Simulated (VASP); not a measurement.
Band structure of Ni3Al (L1_2). These are AM05 GGA, VASP's PBE PAW potentials (set 64) (plane waves; VASP) values and carry that method's errors.

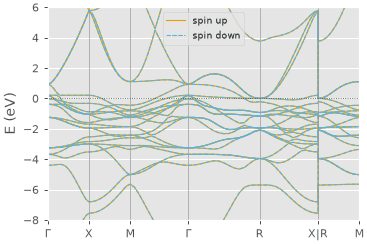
Fig. 1. Bands along high-symmetry lines, zero at the valence-band maximum or, without a gap, the Fermi level

Task: Read the plot: is there a gap, and where are the band edges?

Result: It has no gap at this level: it comes out as a metal or semimetal. (Edges off the drawn lines would not show.)

The compound is Ni3Al in the L1_2 structure. It was relaxed first.
